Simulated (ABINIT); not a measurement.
# Quasiparticle gap of Y2CrH6 (Fm-3m) in ABINIT, part 2 of 3

Wanted: ground state, empty states, screening and self-energy for Y2CrH6 (Fm-3m).

ABINIT 10.8.3; PBEsol and many-body steps on it, plane waves. Known limits of the many-body steps: not at the basis limit; mesh may overstate the screening; screening head approximate; d states lean on the start; coarse k mesh.

So far. Step 2 (Ground state): The gap is indirect, with the least direct gap 0.22 eV higher.

## (3) Bands along the symmetry lines

Level of this step: DFT, PBEsol with spin-orbit coupling, plane waves, norm-conserving pseudopotentials (ABINIT).

The cheap functional maps the bands first; the places of the edges decide which points the dearer methods must see.

Input file run.abi:

```
acell 3*1.0 Angstrom
rprim 
  0.000000000000 3.499313000000 3.499313000000
  3.499313000000 0.000000000000 3.499313000000
  3.499313000000 3.499313000000 -0.000000000000
ntypat 3
znucl 39 24 1
natom 9
typat 1 1 2 3 3 3 3 3 3
xred 
  0.750000000000 0.750000000000 0.750000000000
  0.250000000000 0.250000000000 0.250000000000
  0.000000000000 0.000000000000 0.000000000000
  0.754389000000 0.754389000000 0.245611000000
  0.245611000000 0.754389000000 0.245611000000
  0.754389000000 0.245611000000 0.245611000000
  0.245611000000 0.245611000000 0.754389000000
  0.754389000000 0.245611000000 0.754389000000
  0.245611000000 0.754389000000 0.754389000000
pp_dirpath "pseudos"
pseudos "Y.upf, Cr.upf, H.upf"
ecut 43
nspinor 2
iscf -2
irdden 1
kptopt 0
nkpt 26
kpt 
  0.00000000 0.00000000 0.00000000
  0.12500000 0.00000000 0.12500000
  0.25000000 0.00000000 0.25000000
  0.37500000 0.00000000 0.37500000
  0.50000000 0.00000000 0.50000000
  0.53125000 0.06250000 0.53125000
  0.56250000 0.12500000 0.56250000
  0.59375000 0.18750000 0.59375000
  0.62500000 0.25000000 0.62500000
  0.37500000 0.37500000 0.75000000
  0.28125000 0.28125000 0.56250000
  0.18750000 0.18750000 0.37500000
  0.09375000 0.09375000 0.18750000
  0.00000000 0.00000000 0.00000000
  0.12500000 0.12500000 0.12500000
  0.25000000 0.25000000 0.25000000
  0.37500000 0.37500000 0.37500000
  0.50000000 0.50000000 0.50000000
  0.50000000 0.43750000 0.56250000
  0.50000000 0.37500000 0.62500000
  0.50000000 0.31250000 0.68750000
  0.50000000 0.25000000 0.75000000
  0.50000000 0.18750000 0.68750000
  0.50000000 0.12500000 0.62500000
  0.50000000 0.06250000 0.56250000
  0.50000000 0.00000000 0.50000000
istwfk *1
nband 58
nbdbuf 6
tolwfr 1e-08
nstep 40
prtwf 0
prtvol 0
indata_prefix "in"
outdata_prefix "out"
tmpdata_prefix "tmp"
```

Command:

```sh
$ OMP_NUM_THREADS=1 mpirun -n 4 abinit run.abi > log
```

Numbers of over 12 decimals in the logs are rounded to 6 here.

The program printed:

```text
.Version 10.8.3 of ABINIT. v10.8.2 released Aug 2026.

 Symmetries : space group Fm -3 m (#225); Bravais cF (face-center cubic)
[... echo of the input left out ...]
== DATASET  1 ==================================================================
-   mpi_nproc: 4, omp_nthreads: 1 (-1 if OMP is not activated)

--- !DatasetInfo
iteration_state: {dtset: 1, }
dimensions: {natom: 9, nkpt: 26, mband: 58, nsppol: 1, nspinor: 2, nspden: 1, mpw: 7848, }
cutoff_energies: {ecut:  43.0, pawecutdg:  -1.0, }
electrons: {nelect:   4.20000000E+01, charge:   0.00000000E+00, occopt:   1.00000000E+00, tsmear:   1.00000000E-02, }

 Real(R)+Recip(G) space primitive vectors, cartesian coordinates (Bohr,Bohr^-1):
 R(1)=  0.0000000  6.6127432  6.6127432  G(1)= -0.0756116  0.0756116  0.0756116
 R(2)=  6.6127432  0.0000000  6.6127432  G(2)=  0.0756116 -0.0756116  0.0756116
 R(3)=  6.6127432  6.6127432  0.0000000  G(3)=  0.0756116  0.0756116 -0.0756116
 Unit cell volume ucvol=  5.7832900E+02 bohr^3
 Angles (23,13,12)=  6.00000000E+01  6.00000000E+01  6.00000000E+01 degrees

 getcut: wavevector=  0.0000  0.0000  0.0000  ngfft=  60  60  60
         ecut(hartree)=     43.000   => boxcut(ratio)=   2.17348

--- Pseudopotential description ------------------------------------------------
- Y Generated using ONCVPSP code by D. R. Hamann
- 39.00000  11.00000  180509                  znucl, zion, pspdat
12 -116133 2 -1 1766                          pspcod,pspxc,lmax,lloc,mmax
     nproj     2     3     3     0
     spin-orbit psp
        nprojso     4     4     0
  pspatm : epsatm=   18.55572754
         --- l  ekb(1:nproj) -->
             0    0.865264   10.128939
             1    5.589860    0.428336    0.002714
             2    1.222049    0.316524    0.000233
  spin-orbit 1   -0.231623    0.176308    0.026969   -0.000034
  spin-orbit 2    0.037501    0.006962   -0.004719   -0.000051
 pspatm: atomic psp has been read  and splines computed

- Cr Generated using ONCVPSP code by D. R. Hamann
- 24.00000  14.00000  180509                  znucl, zion, pspdat
12 -116133 2 -1 1638                          pspcod,pspxc,lmax,lloc,mmax
     nproj     2     3     2     0
     spin-orbit psp
        nprojso     4     3     0
  pspatm : epsatm=   17.25981972
         --- l  ekb(1:nproj) -->
             0   -1.241108    6.333314
             1    1.197150   -0.851940    0.000167
             2   -6.277863   -1.743291
  spin-orbit 1    0.103269   -0.015219    0.007767   -0.000035
  spin-orbit 2    0.006741    0.003383   -0.000029
 pspatm: atomic psp has been read  and splines computed

- H Generated using ONCVPSP code by D. R. Hamann
-  1.00000   1.00000  180509                  znucl, zion, pspdat
12 -116133 1 -1 1180                          pspcod,pspxc,lmax,lloc,mmax
     nproj     2     2     0     0
     spin-orbit psp
        nprojso     2     0     0
  pspatm : epsatm=    0.35588979
[...]
Non-SCF case, kpt   26 (  0.50000  0.00000  0.50000), residuals and eigenvalues=
[...]
2.9338E-01  2.9338E-01  3.3130E-01  3.3130E-01  3.5651E-01  3.5651E-01
  3.5798E-01  3.5798E-01  3.7396E-01  3.7396E-01  4.2791E-01  4.2791E-01
[...]
--- !ResultsGS
iteration_state: {dtset: 1, }
comment   : Summary of ground state results
lattice_vectors:
- [  0.0000000,   6.6127432,   6.6127432, ]
- [  6.6127432,   0.0000000,   6.6127432, ]
- [  6.6127432,   6.6127432,  -0.0000000, ]
lattice_lengths: [   9.35183,    9.35183,    9.35183, ]
lattice_angles: [ 60.000,  60.000,  60.000, ] # degrees, (23, 13, 12)
lattice_volume:   5.7832900E+02
convergence: {deltae:  0.000E+00, res2:  0.000E+00, residm:  9.990E-09, diffor:  0.000E+00, }
etotal    :  -1.74086821E+02
entropy   :   0.00000000E+00
fermie    :   2.84110859E-01
cartesian_stress_tensor: null
pressure_GPa: null
xred      :
- [  7.5000E-01,   7.5000E-01,   7.5000E-01,  Y]
- [  2.5000E-01,   2.5000E-01,   2.5000E-01,  Y]
- [  0.0000E+00,   0.0000E+00,   0.0000E+00, Cr]
- [  7.5439E-01,   7.5439E-01,   2.4561E-01,  H]
- [  2.4561E-01,   7.5439E-01,   2.4561E-01,  H]
- [  7.5439E-01,   2.4561E-01,   2.4561E-01,  H]
- [  2.4561E-01,   2.4561E-01,   7.5439E-01,  H]
- [  7.5439E-01,   2.4561E-01,   7.5439E-01,  H]
- [  2.4561E-01,   7.5439E-01,   7.5439E-01,  H]
cartesian_forces: null
force_length_stats: {min: null, max: null, mean: null, }

 Integrated electronic density in atomic spheres:
 ------------------------------------------------
 Atom  Sphere_radius  Integrated_density
[...]
================================================================================

 ----iterations are completed or convergence reached----

 Mean square residual over all n,k,spin=   57.024E-10; max=  99.902E-10
 reduced coordinates (array xred) for    9 atoms
[...]
0.754389000000      0.245611000000      0.754389000000
       0.245611000000      0.754389000000      0.754389000000

 cartesian coordinates (angstrom) at end:
[...]
8      3.499313     5.279686     3.499313
    9      5.279686     3.499313     3.499313
 length scales=  1.889726125908  1.889726125908  1.889726125908 bohr
              =  1.000000000000  1.000000000000  1.000000000000 angstroms
 prteigrs : about to open file out_EIG
 Eigenvalues (hartree) for nkpt=  26  k points:
 kpt#   1, nband= 58, wtk=  1.00000, kpt=  0.0000  0.0000  0.0000 (reduced coord)
[...]
kpt#   2, nband= 58, wtk=  1.00000, kpt=  0.1250  0.0000  0.1250 (reduced coord)
[...]
kpt#   3, nband= 58, wtk=  1.00000, kpt=  0.2500  0.0000  0.2500 (reduced coord)
[...]
kpt#  25, nband= 58, wtk=  1.00000, kpt=  0.5000  0.0625  0.5625 (reduced coord)
[...]
0.46081    0.46086
 kpt#  26, nband= 58, wtk=  1.00000, kpt=  0.5000  0.0000  0.5000 (reduced coord)
[...]
0.27609    0.27609    0.29338    0.29338    0.33130    0.33130    0.35651    0.35651
   0.35798    0.35798    0.37396    0.37396    0.42791    0.42791    0.42849    0.42850
   0.46003    0.46005

== END DATASET(S) ==============================================================
================================================================================

 -outvars: echo values of variables after computation  --------
            nband          58
             nkpt          26
          spgroup         225
 [... the other variables as echoed above ...]

 Calculation completed.
```

Elapsed: 9.3 min, on 4 MPI ranks of Arm Neoverse N1, shared host; peak memory 0.73 GiB; 37 min of CPU time.

Numbers from this step:

- gap: 0.2522 eV
- k of the valence top: 0, 0, 0
- k of the conduction bottom: 0.5, 0, 0.5
- least direct gap: 0.4705 eV

The gap is 0.252 eV, as in the run before at this level.

Electronic bands along the path, in eV, zero at the top of the highest filled band:

```
    point  band 39  band 40  band 41  band 42  band 43  band 44  band 45  band 46
        Γ     0.00     0.00     0.00     0.00     1.95     1.95     1.95     1.95
        X    -0.24    -0.24    -0.22    -0.22     0.25     0.25     1.28     1.28
        U    -0.39    -0.39    -0.24    -0.24     0.90     0.90     1.22     1.22
jump to K    -0.39    -0.39    -0.24    -0.24     0.90     0.90     1.22     1.22
        Γ     0.00     0.00     0.00     0.00     1.95     1.95     1.95     1.95
        L    -0.36    -0.36    -0.35    -0.35     1.50     1.50     2.01     2.01
        W    -0.69    -0.69    -0.16    -0.16     1.24     1.24     1.26     1.26
        X    -0.24    -0.24    -0.22    -0.22     0.25     0.25     1.28     1.28
```

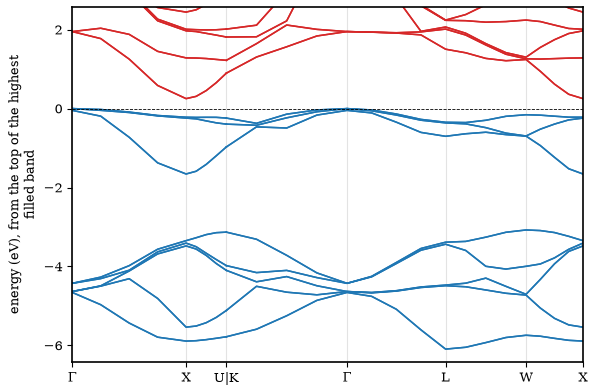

Electronic bands along the path; lines of filled and empty bands in two colours.

## (4) Empty states on the mesh, 2×2×2 mesh, 138 bands

The sums over transitions need many empty states on a uniform mesh; this step solves for them.

Input file run.abi:

```
acell 3*1.0 Angstrom
rprim 
  0.000000000000 3.499313000000 3.499313000000
  3.499313000000 0.000000000000 3.499313000000
  3.499313000000 3.499313000000 -0.000000000000
ntypat 3
znucl 39 24 1
natom 9
typat 1 1 2 3 3 3 3 3 3
xred 
  0.750000000000 0.750000000000 0.750000000000
  0.250000000000 0.250000000000 0.250000000000
  0.000000000000 0.000000000000 0.000000000000
  0.754389000000 0.754389000000 0.245611000000
  0.245611000000 0.754389000000 0.245611000000
  0.754389000000 0.245611000000 0.245611000000
  0.245611000000 0.245611000000 0.754389000000
  0.754389000000 0.245611000000 0.754389000000
  0.245611000000 0.754389000000 0.754389000000
pp_dirpath "pseudos"
pseudos "Y.upf, Cr.upf, H.upf"
ecut 43
nspinor 2
ngkpt 2 2 2
nshiftk 1
shiftk 0 0 0
kptopt 1
chksymbreak 0
iscf -2
irdden 1
istwfk *1
nband 138
nbdbuf 12
tolwfr 1e-09
nstep 60
prtvol 0
indata_prefix "in"
outdata_prefix "out"
tmpdata_prefix "tmp"
```

The program printed:

```text
.Version 10.8.3 of ABINIT. v10.8.2 released Aug 2026.

 Symmetries : space group Fm -3 m (#225); Bravais cF (face-center cubic)
[... echo of the input left out ...]
== DATASET  1 ==================================================================
-   mpi_nproc: 4, omp_nthreads: 1 (-1 if OMP is not activated)
-    --> not optimal distribution: autoparal keyword recommended in input file <--

--- !DatasetInfo
iteration_state: {dtset: 1, }
dimensions: {natom: 9, nkpt: 3, mband: 138, nsppol: 1, nspinor: 2, nspden: 1, mpw: 7848, }
cutoff_energies: {ecut:  43.0, pawecutdg:  -1.0, }
electrons: {nelect:   4.20000000E+01, charge:   0.00000000E+00, occopt:   1.00000000E+00, tsmear:   1.00000000E-02, }

 Real(R)+Recip(G) space primitive vectors, cartesian coordinates (Bohr,Bohr^-1):
 R(1)=  0.0000000  6.6127432  6.6127432  G(1)= -0.0756116  0.0756116  0.0756116
 R(2)=  6.6127432  0.0000000  6.6127432  G(2)=  0.0756116 -0.0756116  0.0756116
 R(3)=  6.6127432  6.6127432  0.0000000  G(3)=  0.0756116  0.0756116 -0.0756116
 Unit cell volume ucvol=  5.7832900E+02 bohr^3
 Angles (23,13,12)=  6.00000000E+01  6.00000000E+01  6.00000000E+01 degrees

 getcut: wavevector=  0.0000  0.0000  0.0000  ngfft=  60  60  60
         ecut(hartree)=     43.000   => boxcut(ratio)=   2.17348

--- Pseudopotential description ------------------------------------------------
- Y Generated using ONCVPSP code by D. R. Hamann
- 39.00000  11.00000  180509                  znucl, zion, pspdat
12 -116133 2 -1 1766                          pspcod,pspxc,lmax,lloc,mmax
     nproj     2     3     3     0
     spin-orbit psp
        nprojso     4     4     0
  pspatm : epsatm=   18.55572754
         --- l  ekb(1:nproj) -->
             0    0.865264   10.128939
             1    5.589860    0.428336    0.002714
             2    1.222049    0.316524    0.000233
  spin-orbit 1   -0.231623    0.176308    0.026969   -0.000034
  spin-orbit 2    0.037501    0.006962   -0.004719   -0.000051
 pspatm: atomic psp has been read  and splines computed

- Cr Generated using ONCVPSP code by D. R. Hamann
- 24.00000  14.00000  180509                  znucl, zion, pspdat
12 -116133 2 -1 1638                          pspcod,pspxc,lmax,lloc,mmax
     nproj     2     3     2     0
     spin-orbit psp
        nprojso     4     3     0
  pspatm : epsatm=   17.25981972
         --- l  ekb(1:nproj) -->
             0   -1.241108    6.333314
             1    1.197150   -0.851940    0.000167
             2   -6.277863   -1.743291
  spin-orbit 1    0.103269   -0.015219    0.007767   -0.000035
  spin-orbit 2    0.006741    0.003383   -0.000029
 pspatm: atomic psp has been read  and splines computed

- H Generated using ONCVPSP code by D. R. Hamann
-  1.00000   1.00000  180509                  znucl, zion, pspdat
12 -116133 1 -1 1180                          pspcod,pspxc,lmax,lloc,mmax
     nproj     2     2     0     0
     spin-orbit psp
[...]
1.83E-10  2.81E-10  2.39E-10  8.28E-10  2.59E-10  7.55E-10  1.61E-10  3.65E-10
  1.35E-10  2.11E-10  4.38E-10  8.32E-10  1.96E-10  2.13E-10  3.80E-10  8.34E-10
[...]
8.90E-08  7.94E-07
 -2.2953E+00 -2.2953E+00 -1.2746E+00 -1.2746E+00 -1.2714E+00 -1.2714E+00
 -1.2679E+00 -1.2679E+00 -1.2369E+00 -1.2369E+00 -1.2369E+00 -1.2369E+00
 -5.7838E-01 -5.7838E-01 -5.6818E-01 -5.6818E-01 -5.2658E-01 -5.2658E-01
[...]
1.1709E+00  1.1709E+00  1.1771E+00  1.1771E+00  1.1771E+00  1.1771E+00
  1.1771E+00  1.1771E+00  1.2621E+00  1.2621E+00  1.2621E+00  1.2621E+00
 prteigrs : prtvol=0 or 1, do not print more k-points.

--- !ResultsGS
iteration_state: {dtset: 1, }
comment   : Summary of ground state results
lattice_vectors:
- [  0.0000000,   6.6127432,   6.6127432, ]
- [  6.6127432,   0.0000000,   6.6127432, ]
- [  6.6127432,   6.6127432,  -0.0000000, ]
lattice_lengths: [   9.35183,    9.35183,    9.35183, ]
lattice_angles: [ 60.000,  60.000,  60.000, ] # degrees, (23, 13, 12)
lattice_volume:   5.7832900E+02
convergence: {deltae:  0.000E+00, res2:  0.000E+00, residm:  9.945E-10, diffor:  0.000E+00, }
etotal    :  -1.74086821E+02
entropy   :   0.00000000E+00
fermie    :   2.84110859E-01
cartesian_stress_tensor: null
pressure_GPa: null
xred      :
- [  7.5000E-01,   7.5000E-01,   7.5000E-01,  Y]
- [  2.5000E-01,   2.5000E-01,   2.5000E-01,  Y]
- [  0.0000E+00,   0.0000E+00,   0.0000E+00, Cr]
- [  7.5439E-01,   7.5439E-01,   2.4561E-01,  H]
- [  2.4561E-01,   7.5439E-01,   2.4561E-01,  H]
- [  7.5439E-01,   2.4561E-01,   2.4561E-01,  H]
- [  2.4561E-01,   2.4561E-01,   7.5439E-01,  H]
- [  7.5439E-01,   2.4561E-01,   7.5439E-01,  H]
- [  2.4561E-01,   7.5439E-01,   7.5439E-01,  H]
cartesian_forces: null
force_length_stats: {min: null, max: null, mean: null, }

 Integrated electronic density in atomic spheres:
 ------------------------------------------------
 Atom  Sphere_radius  Integrated_density
[...]
================================================================================

 ----iterations are completed or convergence reached----

 Mean square residual over all n,k,spin=   42.370E-11; max=  99.454E-11
 reduced coordinates (array xred) for    9 atoms
[...]
0.754389000000      0.245611000000      0.754389000000
       0.245611000000      0.754389000000      0.754389000000

 cartesian coordinates (angstrom) at end:
[...]
8      3.499313     5.279686     3.499313
    9      5.279686     3.499313     3.499313
 length scales=  1.889726125908  1.889726125908  1.889726125908 bohr
              =  1.000000000000  1.000000000000  1.000000000000 angstroms
 prteigrs : about to open file out_EIG
 Eigenvalues (hartree) for nkpt=   3  k points:
 kpt#   1, nband=138, wtk=  0.12500, kpt=  0.0000  0.0000  0.0000 (reduced coord)
[...]
1.14687    1.14687    1.16936    1.16936    1.16936    1.16936    1.17087    1.17087
   1.17708    1.17708    1.17708    1.17708    1.17708    1.17708    1.26212    1.26212
   1.26212    1.26212
 prteigrs : prtvol=0 or 1, do not print more k-points.

== END DATASET(S) ==============================================================
================================================================================

 -outvars: echo values of variables after computation  --------
            nband         138
             nkpt           3
          spgroup         225
 [... the other variables as echoed above ...]

 Calculation completed.
```

Elapsed: 2.7 min, on 4 MPI ranks; peak memory 0.43 GiB; 11 min of CPU time.

This step gave:

```yaml
gap: 0.2522 eV
k_of_the_valence_top: 0, 0, 0
k_of_the_conduction_bottom: 0.5, 0.5, 0
least_direct_gap: 0.4705 eV
k_points_computed: 3
lowest_point_of_the_top_converged_band_above_the_valence_top: 24.09 eV
```

On this mesh the gap is 0.252 eV.

## (5) Screening, 2×2×2 mesh, 126 bands, screening to 98 eV

The RPA dielectric matrix is built and inverted for each q.

This step: RPA screening on PBEsol with spin-orbit coupling, plane waves, norm-conserving pseudopotentials.

Edit run.abi of step 4 so:

```diff
@@ -28,10 +28,11 @@
 chksymbreak 0
-iscf -2
-irdden 1
 istwfk *1
-nband 138
-nbdbuf 12
-tolwfr 1e-09
-nstep 60
-prtvol 0
+occopt 1
+irdwfk 1
+optdriver 3
+nband 126
+ecuteps 3.6
+inclvkb 0
+awtr 1
+symchi 1
 indata_prefix "in"
```

The program printed:

```text
.Version 10.8.3 of ABINIT. v10.8.2 released Aug 2026.

 Symmetries : space group Fm -3 m (#225); Bravais cF (face-center cubic)
[... echo of the input left out ...]
== DATASET  1 ==================================================================
-   mpi_nproc: 4, omp_nthreads: 1 (-1 if OMP is not activated)

--- !DatasetInfo
iteration_state: {dtset: 1, }
dimensions: {natom: 9, nkpt: 3, mband: 126, nsppol: 1, nspinor: 2, nspden: 1, mpw: 7848, }
cutoff_energies: {ecut:  43.0, pawecutdg:  -1.0, }
electrons: {nelect:   4.20000000E+01, charge:   0.00000000E+00, occopt:   1.00000000E+00, tsmear:   1.00000000E-02, }

 SCREENING: Calculation of the susceptibility and dielectric matrices

 Based on a program developped by R.W. Godby, V. Olevano, G. Onida, and L. Reining.
 Incorporated in ABINIT by V. Olevano, G.-M. Rignanese, and M. Torrent.
.Using double precision arithmetic ; gwpc =  8

[... cell and pseudopotentials left out ...]
--------------------------------------------------------------------------------

 ==== K-mesh for the wavefunctions ====
 Number of points in the irreducible wedge :     3
[... list of points left out ...]
 Together with 48 symmetry operations and time-reversal symmetry
 yields     8 points in the full Brillouin Zone.

 ==== Q-mesh for the screening function ====
 Number of points in the irreducible wedge :     3
[... list of points left out ...]
 Together with 48 symmetry operations and time-reversal symmetry
 yields     8 points in the full Brillouin Zone.

 setmesh: FFT mesh size selected  =    36x   36x   36
          total number of points  =        46656

 vcoul_init : cutoff-mode = AUXILIARY_FUNCTION
 q-points for optical limit:   1
     1)      0.000010    0.000020    0.000030

- screening: taking advantage of time-reversal symmetry
- Maximum band index for partially occupied states nbvw = 42
- Remaining bands to be divided among processors   nbcw = 84
- Number of bands treated by each node ~21

 Number of electrons calculated from density =   42.0000; Expected =   42.0000
 average of density, n =  0.072623
 r_s =    1.4869
 omega_plasma =   25.9952 [eV]

 calculating chi0 at frequencies [eV] :
  1    0.000000E+00    0.000000E+00
  2    0.000000E+00    2.599518E+01

--------------------------------------------------------------------------------
  q-point number  1        q = ( 0.000000, 0.000000, 0.000000) [r.l.u.]
--------------------------------------------------------------------------------
[... chi0 elements left out ...]
 For q-point:  0.000010 0.000020 0.000030
  dielectric constant =  53.6248
  dielectric constant without local fields =  65.6581

  Average fulfillment of the sum rule on Im[epsilon] for q-point    1 :     46.41  [%]
[... wings left out ...]
  q-point number  2        q = ( 0.500000, 0.000000, 0.000000) [r.l.u.]
--------------------------------------------------------------------------------
[... chi0 elements left out ...]
  Average fulfillment of the sum rule on Im[epsilon] for q-point    2 :     56.71  [%]

 [... 1 further q-points ...]
```

Elapsed: 43 s, on 4 MPI ranks; peak memory 1.6 GiB.

This step gave:

```yaml
eps_infinity_with_local_fields_on_this_mesh_along_the_program_s_q_direction: 53.62
the_same_without_local_fields: 65.66
plasma_frequency: 26.00 eV
plane_waves_in_the_screening_matrix: 169
```

Local fields lower ε∞ by 18 %. On a Γ-centred mesh this coarse the value itself is usually too large, while a short band sum pulls it down.

(Part 2 of 3 ends here.)

[Paths, hosts, dates, memory and timing lines, banners, echoed tables and standing remarks are left out of the program output.]

[Logs are printed without paths, hosts, clocks, repeated set-up lines and the standing remarks that a program may print on its own settings, such as how far it seeks lower states.]

[Runs of the session that timed out or met a known fault of the program may be left out.]

[Hosts, paths, dates, database ids (printed as entryN), source tags and the programs' standing remarks are cut or masked in the printed files.]

[G0W0 gaps are taken among the corrected bands and points alone; a level outside them can change the order at an edge.]

[Where Ansatz stands beside ABINIT at settings called matched, ABINIT's density can come from a denser mesh and the files from another edition; pairs whose starting gaps differed by over 0.03 eV were left out, so agreement reads better than it is.]
